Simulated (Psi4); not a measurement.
# BSiH5 (boranylsilane): BLYP/def2-TZVP

What is the energy change on altering one bond length of BSiH5 (boranylsilane) at BLYP/def2-TZVP? 

Program for the calculation: Psi4 1.11.

## (1) Starting point

BSiH5: 7 atoms, total charge 0, spin state singlet. SMILES: `B[SiH3]`. The shape is that of a PBE0-D4/def2-TZVP optimisation.

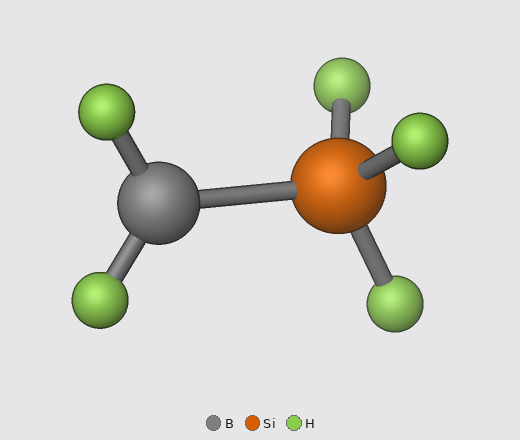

Viewed from a chosen angle; boron grey, silicon orange, hydrogen green.

## (2) A single-point energy at BLYP/def2-TZVP

The input, calc.dat:

```
memory 2.2 GB

molecule {
  B     -0.043200    -1.189000     0.204300
  Si     0.089100     0.785300    -0.148500
  H     -1.126000    -1.690600     0.290100
  H      0.906400    -1.902500     0.335400
  H     -0.616000     1.093400    -1.427200
  H     -0.623600     1.516700     0.939600
  H      1.474500     1.318800    -0.239500
  symmetry c1
}

set globals {
  basis def2-TZVP
  puream true
  e_convergence 1e-09
  d_convergence 1e-08
  scf_type pk
  dft_radial_points 99
  dft_spherical_points 590
}

e, wfn = energy('blyp', return_wfn=True)
oeprop(wfn, 'QUADRUPOLE', 'WIBERG_LOWDIN_INDICES', 'LOWDIN_CHARGES')
```

Run with:

```
$ psi4 -n 1 calc.dat calc.out
```

calc.out:

```text
[...]
  Running in c1 symmetry.
[...]
  Nuclear repulsion =   47.564448936710967
[...]
  Multiplicity = 1
[...]
  Nalpha       = 12
  Nbeta        = 12
[...]
    Number of basis functions: 98
[...]
   @RKS iter   1:  -317.11626190317259   -4.17262e-01   5.31614e-03 ADIIS/DIIS
[...]
   @RKS iter  10:  -317.28060084464676   -4.57021e-11   6.46294e-09 DIIS
[...]
    Orbital Energies [Eh]
    ---------------------
    Doubly Occupied:
       1A    -65.446461     2A     -6.550482     3A     -5.036941
       4A     -3.454463     5A     -3.454194     6A     -3.453065
       7A     -0.498495     8A     -0.426891     9A     -0.326073
      10A     -0.308695    11A     -0.291894    12A     -0.262213
[...]
  @RKS Final Energy:  -317.28060084464676
   => Energetics <=
    Nuclear Repulsion Energy =             47.5644489367109671
    One-Electron Energy =                -531.5335553401746438
    Two-Electron Energy =                 193.4510827717192569
    DFT Exchange-Correlation Energy =     -26.7625772129023360
    Empirical Dispersion Energy =           0.0000000000000000
    VV10 Nonlocal Energy =                  0.0000000000000000
    Total Energy =                       -317.2806008446467558
[...]
 Multipole Moments:
 ------------------------------------------------------------------------------------
     Multipole            Electronic (a.u.)      Nuclear  (a.u.)        Total (a.u.)
 ------------------------------------------------------------------------------------
 L = 1.  Multiply by 2.5417464519 to convert [e a0] to [Debye]
 Dipole X            :          0.1206817           -0.1158999            0.0047818
 Dipole Y            :         -0.7986985            0.6794414           -0.1192571
 Dipole Z            :          0.1434716           -0.1220477            0.0214239
 Magnitude           :                                                    0.1212605
 L = 2.  Multiply by 1.3450342976 to convert [e a0^2] to [Debye ang]
 Quadrupole XX       :        -36.2537115           18.2370790          -18.0166325
 Quadrupole XY       :         -5.4954565            5.3746196           -0.1208369
[...]
```

Wall time 9.9 s (1 thread of AMD EPYC 9B45 (Zen 5), shared host); peak memory 0.9 GiB.

## (3) The distorted shape: energy and forces at BLYP/def2-TZVP

The input, run.py:

```python
import psi4

psi4.set_memory(2200000000)
psi4.set_num_threads(1)
psi4.core.set_output_file('run.log', False)

mol = psi4.geometry("""
0 1
B     -0.251045    -1.269038     0.217952
Si    -0.118745     0.705262    -0.134848
H     -1.333845    -1.770638     0.303752
H      0.698555    -1.982538     0.349052
H     -0.823845     1.013362    -1.413548
H     -0.831445     1.436662     0.953252
H      1.474500     1.318800    -0.239500
units angstrom
symmetry c1
no_reorient
no_com
""")

options = {'basis': 'def2-TZVP', 'puream': True, 'e_convergence': 1e-09, 'd_convergence': 1e-08, 'scf_type': 'pk', 'dft_radial_points': 99, 'dft_spherical_points': 590}
psi4.set_options(options)

e, wfn = psi4.gradient("blyp", molecule=mol, return_wfn=True)
psi4.oeprop(wfn, "MULLIKEN_CHARGES", "WIBERG_LOWDIN_INDICES", "LOWDIN_CHARGES")
print('gradient / Eh bohr^-1')
print(e.np.round(6))
print(f'energy = {wfn.energy():.10f} Eh')
```

Run with:

```
$ python run.py
```

run.log (excerpt; [...] marks lines left out):

```text
[...]
  Running in c1 symmetry.
[...]
  Nuclear repulsion =   46.820991826101640
[...]
  Multiplicity = 1
[...]
  Nalpha       = 12
  Nbeta        = 12
[...]
    Number of basis functions: 98
[...]
   @RKS iter   1:  -317.10641735400236   -4.46809e-01   5.27393e-03 DIIS/ADIIS
[...]
   @RKS iter  10:  -317.26968722701207   -6.66205e-11   7.55203e-09 DIIS
[...]
  @RKS Final Energy:  -317.26968722701207
   => Energetics <=
    Nuclear Repulsion Energy =             46.8209918261016398
    One-Electron Energy =                -529.9517639144399936
    Two-Electron Energy =                 192.5769748822038423
    DFT Exchange-Correlation Energy =     -26.7158900208775769
    Empirical Dispersion Energy =           0.0000000000000000
    VV10 Nonlocal Energy =                  0.0000000000000000
    Total Energy =                       -317.2696872270120707
[...]
 Multipole Moments:
 ------------------------------------------------------------------------------------
     Multipole            Electronic (a.u.)      Nuclear  (a.u.)        Total (a.u.)
 ------------------------------------------------------------------------------------
 L = 1.  Multiply by 2.5417464519 to convert [e a0] to [Debye]
 Dipole X            :          6.9365907           -7.0557366           -0.1191459
 Dipole Y            :         -6.8815369            6.6974275           -0.1841094
 Dipole Z            :          1.6296384           -1.5970151            0.0326233
 Magnitude           :                                                    0.2217122
[...]
  -Total Gradient:
     Atom            X                  Y                   Z
    ------   -----------------  -----------------  -----------------
       1       -0.001417721053     0.001183369061    -0.000211519381
       2       -0.040317866376    -0.014868162784     0.002561353142
       3        0.000723423718     0.000023904392    -0.000003701637
       4       -0.000135322336     0.000375835065    -0.000069691459
       5       -0.000391562172    -0.001011589383     0.001060075898
       6       -0.000370770375    -0.001335440803    -0.000672565052
       7        0.041909372772     0.015632564945    -0.002664039375
[...]
  Mulliken Charges: (a.u.)
   Center  Symbol    Alpha    Beta     Spin     Total
       1     B     2.46881  2.46881  0.00000  0.06238
       2    SI     6.96500  6.96500  0.00000  0.07000
[...]
```

The script printed:

```text
gradient / Eh bohr^-1
[[-1.4180e-03  1.1830e-03 -2.1200e-04]
 [-4.0318e-02 -1.4868e-02  2.5610e-03]
 [ 7.2300e-04  2.4000e-05 -4.0000e-06]
 [-1.3500e-04  3.7600e-04 -7.0000e-05]
 [-3.9200e-04 -1.0120e-03  1.0600e-03]
 [-3.7100e-04 -1.3350e-03 -6.7300e-04]
 [ 4.1909e-02  1.5633e-02 -2.6640e-03]]
energy = -317.2696872270 Eh
```

Run time: 13 s. Hardware: 1 thread of AMD EPYC 9B45 (Zen 5), shared host; peak memory 0.9 GiB.

## (4) Results

At BLYP/def2-TZVP:

| quantity | value |
| --- | --- |
| first shape: total energy | -317.28060 Eh |
| first shape: dipole moment | 0.31 D |
| first shape: HOMO energy | -7.14 eV |
| first shape: LUMO energy | -3.33 eV |
| first shape: HOMO–LUMO gap | 3.80 eV |
| distorted shape: total energy | -317.26969 Eh |
| distorted shape: dipole moment | 0.56 D |
| distorted shape: HOMO energy | -7.18 eV |
| distorted shape: LUMO energy | -3.40 eV |
| distorted shape: HOMO–LUMO gap | 3.78 eV |
| distorted shape: largest force on an atom | 2.304 eV/Å |
| energy change with the Si2–H7 bond stretched from 1.487 to 1.711 Å | 0.297 eV |

**Reading.** With the Si2–H7 bond stretched from 1.487 to 1.711 Å the energy rises by 0.30 eV (6.8 kcal/mol). The first shape isn't relaxed at this level, so the change isn't measured from a minimum.
